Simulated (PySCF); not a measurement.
# C₇H₉NO: excited states, first hyperpolarisability

Aim: compute the excited states, first hyperpolarisability of C₇H₉NO (`CCc1cc[n+]([O-])cc1`).

Programs: PySCF 2.14.0, with routines of our own; each step states its level. All values are computed. Atoms count from 0.

### Step 1. The system as given

18 atoms, charge 0, multiplicity 1; geometry from: GFN2-xTB.

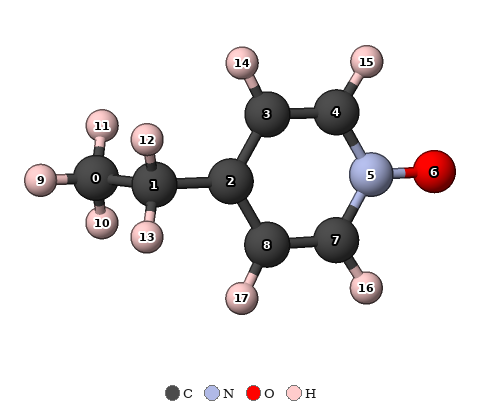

The starting geometry (carbon dark grey, nitrogen light blue, oxygen red, hydrogen pink).

### Step 2. Relaxing the molecule at PBE0-D3(BJ)/def2-SVP

Job settings and geometry (Å):

```
{"job": {"xc": "PBE0", "basis": "def2-SVP", "d3": "d3bj", "grid": 2, "kind": "geom"}, "charge": 0, "multiplicity": 1}
C     -2.397809     0.401766    -0.712845
C     -1.667177    -0.640349     0.138006
C     -0.201439    -0.335631     0.194445
C      0.335498     0.499520     1.169705
C      1.675577     0.799673     1.178740
N      2.525499     0.306286     0.247388
O      3.747715     0.591096     0.273274
C      2.019202    -0.504286    -0.711655
C      0.686094    -0.831029    -0.756194
H     -3.461375     0.179764    -0.753053
H     -2.004826     0.405343    -1.726982
H     -2.265549     1.395370    -0.290654
H     -2.083961    -0.637330     1.146855
H     -1.821831    -1.630558    -0.294511
H     -0.298286     0.921509     1.934688
H      2.129641     1.438011     1.920927
H      2.738546    -0.869663    -1.428208
H      0.335724    -1.483173    -1.541582
```

Started as:

```console
$ OMP_NUM_THREADS=1 python excited_run.py task.json out
```

The driver reads the jobs from task.json and runs them one after another.

The log of the run:

```text
step   0  E = -401.33606338  max force = 0.016523
step   1  E = -401.33816934  max force = 0.002266
step   2  E = -401.33819335  max force = 0.000497
step   3  E = -401.33819401  max force = 0.000720
step   4  E = -401.33819876  max force = 0.000192
optimisation converged
```

Run time: 36 s. Hardware: 1 thread of AMD EPYC 9R45, shared host; peak memory 0.79 GiB.

Relaxation path:

| step | energy from step 0 (eV) | largest force component (eV/Å) |
| --- | --- | --- |
| 0 | 0.0000 | 0.8496 |
| 1 | -0.0573 | 0.1165 |
| 2 | -0.0580 | 0.0256 |
| 3 | -0.0580 | 0.0370 |
| 4 | -0.0581 | 0.0099 |

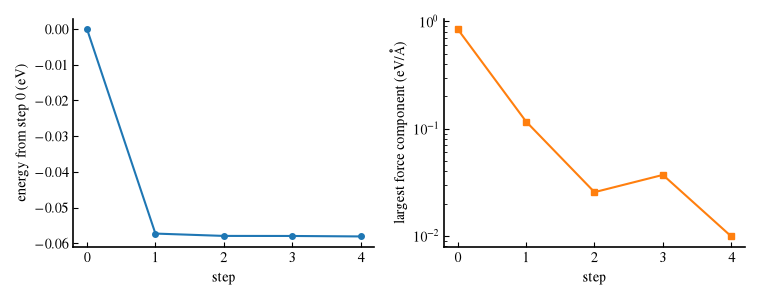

Energy and force, step by step.

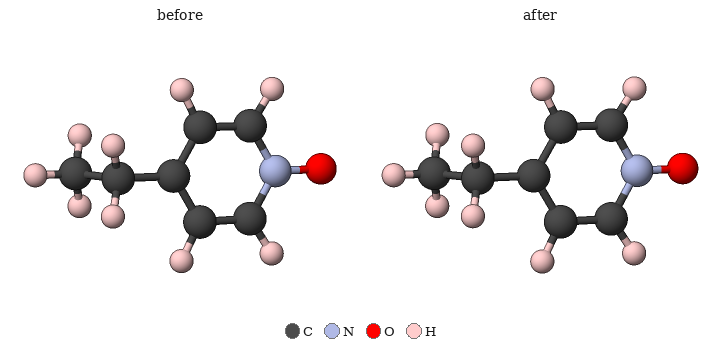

The geometry before (left) and after (right).

Close pairs (by a distance rule), those that changed most:

| bond | before (Å) | after (Å) | change (Å) |
| --- | --- | --- | --- |
| N5–C7 | 1.354 | 1.370 | +0.016 |
| C4–N5 | 1.354 | 1.370 | +0.016 |
| C8–H17 | 1.079 | 1.093 | +0.014 |
| C3–H14 | 1.079 | 1.093 | +0.014 |
| C0–H9 | 1.087 | 1.101 | +0.013 |
| C0–H10 | 1.088 | 1.101 | +0.013 |
| C0–H11 | 1.088 | 1.101 | +0.013 |
| C1–H12 | 1.092 | 1.102 | +0.011 |

The next job starts from the end point, and lists it.

| at the end point | value |
| --- | --- |
| point group (found at 0.08 Å tolerance) | Cs |
| rotational constants (GHz, main isotopes) | 4.591, 0.975, 0.866 |
| dipole moment (D) | 4.33 |

### Step 3. Excited states: TDA CAM-B3LYP/aug-cc-pVDZ

Job settings and geometry (Å):

```
{"job": {"kind": "states", "xc": "CAM-B3LYP", "basis": "aug-cc-pVDZ", "tda": true, "soc": true, "nstates": 6, "ntriplets": 5, "nquad": 4}, "charge": 0, "multiplicity": 1}
C     -2.374846     0.509563    -0.585587
C     -1.611226    -0.510519     0.256291
C     -0.138679    -0.222130     0.326416
C      0.410667     0.609996     1.307826
C      1.758602     0.908610     1.331371
N      2.622976     0.408590     0.394049
O      3.842268     0.687282     0.424915
C      2.106543    -0.410046    -0.574908
C      0.762356    -0.723054    -0.619331
H     -3.449353     0.273154    -0.618709
H     -1.998831     0.529574    -1.620050
H     -2.262405     1.524815    -0.175048
H     -2.026176    -0.530768     1.277129
H     -1.764116    -1.519922    -0.158943
H     -0.223065     1.041391     2.086894
H      2.242744     1.544577     2.071532
H      2.854153    -0.773098    -1.279142
H      0.416647    -1.383417    -1.418751
```

With the program's defaults for keys left out, this is: TDA CAM-B3LYP/aug-cc-pVDZ excited states, vertical, gas phase, spin-orbit mean-field couplings.

The log of the run:

```text
coarse grid: 15336 points
cycle   1  E = -401.7226169083  dE =  1.903e+00  |g| = 8.858e-01  |ddm| = 2.511e+01
cycle   2  E = -401.3179258385  dE =  4.047e-01  |g| = 1.701e+00  |ddm| = 4.981e+00
cycle   3  E = -401.8782869452  dE = -5.604e-01  |g| = 1.912e-01  |ddm| = 2.968e+00
cycle   4  E = -401.8841372319  dE = -5.850e-03  |g| = 1.202e-01  |ddm| = 7.101e-01
cycle   5  E = -401.8874198978  dE = -3.283e-03  |g| = 2.071e-02  |ddm| = 3.866e-01
cycle   6  E = -401.8875261803  dE = -1.063e-04  |g| = 5.553e-03  |ddm| = 1.105e-01
cycle   7  E = -401.8875346738  dE = -8.493e-06  |g| = 1.705e-03  |ddm| = 2.399e-02
final grid: 149008 points
cycle   8  E = -401.9151113288  dE = -2.221e-05  |g| = 3.650e-03  |ddm| = 4.580e-01
cycle   9  E = -401.9151109474  dE =  3.814e-07  |g| = 4.151e-03  |ddm| = 4.791e-02
cycle  10  E = -401.9151146668  dE = -3.719e-06  |g| = 1.054e-03  |ddm| = 1.365e-02
cycle  11  E = -401.9151148822  dE = -2.154e-07  |g| = 1.672e-04  |ddm| = 2.826e-03
cycle  12  E = -401.9151148892  dE = -6.993e-09  |g| = 7.304e-05  |ddm| = 1.485e-03
cycle  13  E = -401.9151148907  dE = -1.486e-09  |g| = 3.229e-05  |ddm| = 4.620e-04
cycle  14  E = -401.9151148910  dE = -3.183e-10  |g| = 1.114e-05  |ddm| = 1.186e-04
converged SCF energy = -401.9151148910

Singlet excitations
state   eV       nm        f     d(h-e)  d(exc)  Lambda  PR(NTO)  |dmu|/D   mu/D   main configurations
  1   4.4298   279.9   0.02288   0.892   3.022   0.541   1.340    1.543    3.394   H->L+1 0.84, H-2->L 0.12
  2   4.5246   274.0   0.00000   1.691   2.890   0.314   1.002    3.775    1.156   H-1->L 0.86
  3   5.0371   246.1   0.36826   0.568   3.220   0.701   1.229    0.494    5.225   H->L 0.83
  4   5.4351   228.1   0.00099   1.253   4.784   0.279   1.015    2.572    2.544   H->L+2 0.66, H->L+4 0.22
  5   5.6180   220.7   0.00052   2.293   3.282   0.240   1.005                     H-1->L+1 0.98
  6   5.8664   211.3   0.00019   1.313   5.238   0.123   1.015                     H->L+3 0.87

Triplet excitations (Tamm-Dancoff)
state   eV     d(h-e)  d(exc)  Lambda  PR(NTO)   main configurations
  1   2.6177   0.585   2.826   0.685   1.072   H->L 0.84
  2   3.6444   0.919   2.966   0.541   1.037   H->L+1 0.95
  3   4.2272   1.687   2.860   0.312   1.002   H-1->L 0.85
  4   4.6605   0.133   2.506   0.848   1.109   H-2->L+1 0.92
  5   5.0805   0.290   2.735   0.534   1.035   H-2->L 0.87
S1 - T1 = 1.8121 eV

Spin-orbit couplings |<S|Hso|T>| (cm-1)
             T1       T2       T3       T4       T5
S0        0.095    0.096   44.128    0.143    0.051
S1        0.143    0.006    0.516    0.105    0.010
S2       41.449    0.129    0.002    7.928    1.158
S3        0.085    0.227   43.099    0.041    0.165
S4        2.070    0.960    3.738    0.237    0.285
S5        0.058   39.446    0.423    0.955    5.122
S6        3.138    1.354    0.024    0.252    0.020
T1 sublevels (cm-1): 0.000 0.000 0.023   radiative rates (1/s): 0.00256 0.00019 0.000532
```

Run time: 39 s. Hardware: 1 thread of AMD EPYC 9R45, shared host; peak memory 1.3 GiB.

Key values:

| quantity | value |
| --- | --- |
| S1 less T1 | 1.81 eV |

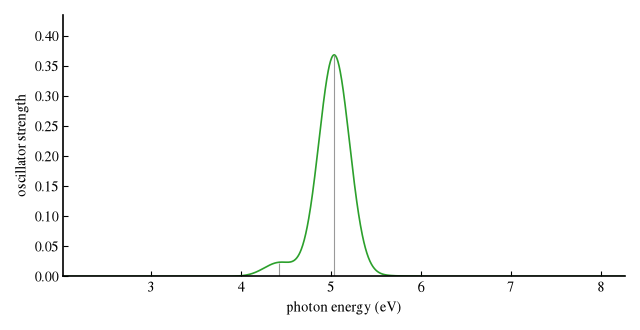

Absorption lines of the singlets. Lines are broadened to a width of 0.40 eV (Gaussian).

### Step 4. Excited states: TDDFT CAM-B3LYP/aug-cc-pVDZ

Settings changed since step 3:

```diff
@@ -1,2 +1,2 @@
-{"job": {"kind": "states", "xc": "CAM-B3LYP", "basis": "aug-cc-pVDZ", "tda": true, "soc": true, "nstates": 6, "ntriplets": 5, "nquad": 4}, "charge": 0, "multiplicity": 1}
+{"job": {"kind": "states", "xc": "CAM-B3LYP", "basis": "aug-cc-pVDZ", "tpa": true, "nstates": 8, "nquad": 6, "ntriplets": 0}, "charge": 0, "multiplicity": 1}
 C     -2.374846     0.509563    -0.585587
```

Method: TDDFT CAM-B3LYP/aug-cc-pVDZ excited states, vertical, gas phase, two-photon moments by quadratic response.

The log of the run:

```text
coarse grid: 15336 points
cycle   1  E = -401.7226169083  dE =  1.903e+00  |g| = 8.858e-01  |ddm| = 2.511e+01
cycle   2  E = -401.3179258385  dE =  4.047e-01  |g| = 1.701e+00  |ddm| = 4.981e+00
cycle   3  E = -401.8782869452  dE = -5.604e-01  |g| = 1.912e-01  |ddm| = 2.968e+00
cycle   4  E = -401.8841372319  dE = -5.850e-03  |g| = 1.202e-01  |ddm| = 7.101e-01
cycle   5  E = -401.8874198978  dE = -3.283e-03  |g| = 2.071e-02  |ddm| = 3.866e-01
cycle   6  E = -401.8875261803  dE = -1.063e-04  |g| = 5.553e-03  |ddm| = 1.105e-01
cycle   7  E = -401.8875346738  dE = -8.493e-06  |g| = 1.705e-03  |ddm| = 2.399e-02
final grid: 149008 points
cycle   8  E = -401.9151113288  dE = -2.221e-05  |g| = 3.650e-03  |ddm| = 4.580e-01
cycle   9  E = -401.9151109474  dE =  3.814e-07  |g| = 4.151e-03  |ddm| = 4.791e-02
cycle  10  E = -401.9151146668  dE = -3.719e-06  |g| = 1.054e-03  |ddm| = 1.365e-02
cycle  11  E = -401.9151148822  dE = -2.154e-07  |g| = 1.672e-04  |ddm| = 2.826e-03
cycle  12  E = -401.9151148892  dE = -6.990e-09  |g| = 7.304e-05  |ddm| = 1.485e-03
cycle  13  E = -401.9151148907  dE = -1.488e-09  |g| = 3.229e-05  |ddm| = 4.620e-04
cycle  14  E = -401.9151148910  dE = -3.192e-10  |g| = 1.114e-05  |ddm| = 1.186e-04
converged SCF energy = -401.9151148910

Singlet excitations
state   eV       nm        f     d(h-e)  d(exc)  Lambda  PR(NTO)  |dmu|/D   mu/D   delta(TPA)   sigma/GM   main configurations
  1   4.3211   286.9   0.01954   0.874   3.005   0.540   1.345    1.701    3.237       15.45      0.106   H->L+1 0.90
  2   4.5099   274.9   0.00000   1.690   2.893   0.314   1.002    3.802    1.129        0.26      0.002   H-1->L 0.86
  3   4.6745   265.2   0.28457   0.542   3.102   0.693   1.269    0.266    4.716       12.58      0.101   H->L 0.88
  4   5.4321   228.2   0.00074   1.276   4.806   0.284   1.014    2.641    2.329      111.96      1.210   H->L+2 0.65, H->L+4 0.22
  5   5.6104   221.0   0.00062   2.294   3.283   0.240   1.005    3.795    1.143        0.26      0.003   H-1->L+1 0.98
  6   5.8656   211.4   0.00007   1.313   5.236   0.124   1.016    2.685    2.249       11.55      0.146   H->L+3 0.87
  7   6.0370   205.4   0.00413   2.359   5.745   0.234   1.028                                            H->L+4 0.36, H->L+2 0.22, H->L+7 0.22
  8   6.1919   200.2   0.20144   0.061   2.905   0.532   1.377                                            H-2->L 0.80
```

Wall time 53 s (1 thread of AMD EPYC 9R45, shared host); peak memory 1.3 GiB.

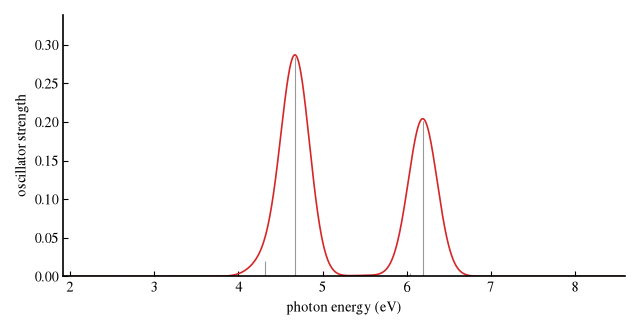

Absorption lines of the singlets. Lines are broadened to a width of 0.40 eV (Gaussian).

### Step 5. First hyperpolarisability: quadratic response CAM-B3LYP/aug-cc-pVDZ

Settings changed since step 4:

```diff
@@ -1,2 +1,2 @@
-{"job": {"kind": "states", "xc": "CAM-B3LYP", "basis": "aug-cc-pVDZ", "tpa": true, "nstates": 8, "nquad": 6, "ntriplets": 0}, "charge": 0, "multiplicity": 1}
+{"job": {"kind": "beta", "xc": "CAM-B3LYP", "basis": "aug-cc-pVDZ"}, "charge": 0, "multiplicity": 1}
 C     -2.374846     0.509563    -0.585587
```

With the program's defaults for keys left out, this is: quadratic response CAM-B3LYP/aug-cc-pVDZ first hyperpolarisability, Taylor convention, gas phase.

The log of the run:

```text
coarse grid: 15336 points
cycle   1  E = -401.7226169083  dE =  1.903e+00  |g| = 8.858e-01  |ddm| = 2.511e+01
cycle   2  E = -401.3179258385  dE =  4.047e-01  |g| = 1.701e+00  |ddm| = 4.981e+00
cycle   3  E = -401.8782869452  dE = -5.604e-01  |g| = 1.912e-01  |ddm| = 2.968e+00
cycle   4  E = -401.8841372319  dE = -5.850e-03  |g| = 1.202e-01  |ddm| = 7.101e-01
cycle   5  E = -401.8874198978  dE = -3.283e-03  |g| = 2.071e-02  |ddm| = 3.866e-01
cycle   6  E = -401.8875261803  dE = -1.063e-04  |g| = 5.553e-03  |ddm| = 1.105e-01
cycle   7  E = -401.8875346738  dE = -8.493e-06  |g| = 1.705e-03  |ddm| = 2.399e-02
final grid: 149008 points
cycle   8  E = -401.9151113288  dE = -2.221e-05  |g| = 3.650e-03  |ddm| = 4.580e-01
cycle   9  E = -401.9151109474  dE =  3.814e-07  |g| = 4.151e-03  |ddm| = 4.791e-02
cycle  10  E = -401.9151146668  dE = -3.719e-06  |g| = 1.054e-03  |ddm| = 1.365e-02
cycle  11  E = -401.9151148822  dE = -2.154e-07  |g| = 1.672e-04  |ddm| = 2.826e-03
cycle  12  E = -401.9151148892  dE = -6.990e-09  |g| = 7.304e-05  |ddm| = 1.485e-03
cycle  13  E = -401.9151148907  dE = -1.488e-09  |g| = 3.229e-05  |ddm| = 4.620e-04
cycle  14  E = -401.9151148910  dE = -3.192e-10  |g| = 1.114e-05  |ddm| = 1.186e-04
converged SCF energy = -401.9151148910

Lowest singlets (eV, f): 4.3211 0.0195  4.5099 0.0000  4.6745 0.2846

First hyperpolarisability (au)
process     nm      |vector|   parallel      HRS      DR
static         -      334.36    -200.36     130.57   6.262
shg       1907.0      359.04    -215.14     139.96   6.312
eope      1907.0      342.20    -205.06          -       -
shg       1064.0      429.07     -257.1      166.4   6.475
eope      1064.0      360.91    -216.26          -       -
```

Run time: 42 s. Hardware: 1 thread of AMD EPYC 9R45, shared host; peak memory 1.2 GiB.

### Step 6. What came out

```
                                                   quantity                                                value
                                                point group                                                   Cs
                       rotational constants (main isotopes)                                 4.59, 0.98, 0.87 GHz
             S1 less T1 (step 3, TDA CAM-B3LYP/aug-cc-pVDZ)                                              1.81 eV
β vector (step 5, quadratic response CAM-B3LYP/aug-cc-pVDZ)  static 334, SHG 1907.0 nm 359, SHG 1064.0 nm 429 au
```

Over 4 steps the energy fell by 0.058 eV; of the close pairs, N5–C7 changed most, 1.354 to 1.370 Å. In step 3, the number of triplets below S1 is 3, and the largest singlet-triplet spin-orbit coupling is S0–T3, 44.13 cm⁻¹. β grows from 334 au (static) to 429 au for doubling at 1064.0 nm: normal dispersion, which grows as twice the photon energy moves toward the bright states.
